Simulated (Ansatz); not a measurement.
# CH8SeSi2: a ladder of functionals and wavefunction methods

Aim: compute CH8SeSi2 with functionals from several rungs and with coupled cluster. The yardstick is the atomisation energy at the CCSD(T) limit.

The runs use Ansatz 0.2.0, Gaussian basis; functionals in def2-TZVPP, the program's frozen cores in correlated methods.

Plan: PBE-D4, r2SCAN-D4, PBE0-D4, B3LYP-D4, ωB97X-V, ωB97M-V, B2PLYP; CCSD(T)/def2-TZVPP; MP2/def2-QZVPP; extrapolation to the limit.

## (1) Structure used throughout

An earlier PBE0-D4 in a triple-zeta def2 set relaxation fixed the geometry.

SMILES `C[SiH2][SiH2][SeH]`, 12 atoms, charge 0, spin multiplicity 1.

Atoms are counted from 1 here; the program's logs count them from 0.

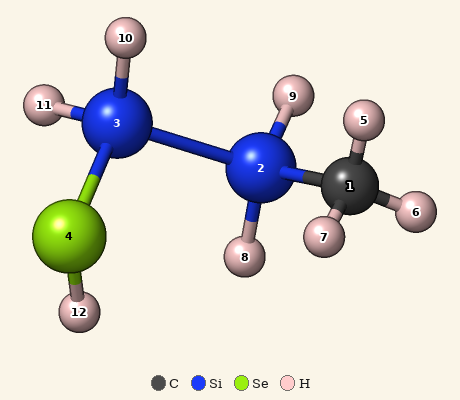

The geometry (carbon dark grey, silicon blue, selenium green, hydrogen pink); atoms are numbered from 1 in the order of the file.

## (2) PBE-D4 (GGA)

Contents of in.yaml:

```yaml
crystal:
  periodic: [false, false, false]
  atoms:
    - {symbol: C, position_ang: [-0.945166, 1.580515, -0.165082]}
    - {symbol: Si, position_ang: [-0.253522, 0.276019, 0.987045]}
    - {symbol: Si, position_ang: [1.365372, -1.001136, -0.114478]}
    - {symbol: Se, position_ang: [0.420261, -1.952864, -1.974462]}
    - {symbol: H, position_ang: [-0.167825, 2.290897, -0.454409]}
    - {symbol: H, position_ang: [-1.753994, 2.134615, 0.316052]}
    - {symbol: H, position_ang: [-1.335027, 1.115153, -1.072863]}
    - {symbol: H, position_ang: [-1.327500, -0.661815, 1.424438]}
    - {symbol: H, position_ang: [0.330398, 0.896893, 2.210601]}
    - {symbol: H, position_ang: [2.457170, -0.160147, -0.675340]}
    - {symbol: H, position_ang: [1.977653, -2.035978, 0.762915]}
    - {symbol: H, position_ang: [-0.690821, -2.537150, -1.210416]}
basis:
  gaussian: {orbitals: def2-TZVPP}
hamiltonian: {xc: pbe, dispersion: d4}
output: {forces: true, orbitals: {seedname: orbitals}}
```

Launch:

```bash
ansatz run in.yaml --threads 4 --pin off --events-out ev --progress --plain --max-ram 10444MiB
```

The runs that follow: r2SCAN-D4 (meta-GGA); PBE0-D4 (hybrid); B3LYP-D4 (hybrid); ωB97X-V (range-separated); ωB97M-V (range-separated); B2PLYP (double hybrid); CCSD(T) in def2-TZVPP; MP2 in def2-QZVPP.

**Question.** What will the summary of the whole plan be? Wanted: atomisation energy, CCSD(T)/CBS; farthest; mean size of error, hybrid; mean size of error, range-separated; gap, smallest and largest; T1 diagnostic; triples share of the correlation energy.

As calculated:

```
                               quantity                                                   value
        atomisation energy, CCSD(T)/CBS                                           3797.7 kJ/mol
 functionals within 38.0 kJ/mol (1.0 %)  PBE-D4, r2SCAN-D4, PBE0-D4, B3LYP-D4, ωB97X-V, ωB97M-V
                               farthest                                   B2PLYP (-70.7 kJ/mol)
             mean size of error, hybrid                                             23.5 kJ/mol
    mean size of error, range-separated                                             15.4 kJ/mol
              gap, smallest and largest                    4.55 eV (PBE-D4), 10.73 eV (ωB97X-V)
                          T1 diagnostic                                                  0.0104
triples share of the correlation energy                                                   3.6 %
```

**Reading.** PBE-D4 misses by -15.5 kJ/mol. Double hybrids carry the basis error of their MP2 part in triple zeta, and no dispersion term here, so their miss is partly the set-up's. Misses under about 38.0 kJ/mol are within the doubt on the reference itself, which lacks core-valence correlation, relativity and higher excitations, and its outer-core shells are covered unevenly. All levels share the lack of spin-orbit coupling, which lowers the free heavy atoms and so the true binding. Hartree-Fock recovers 75 % of the binding; the rest is correlation. Orbital gaps span 4.6 to 10.7 eV; exact exchange widens them. Correlated methods include outer-core shells of Se, which these sets cover unevenly.
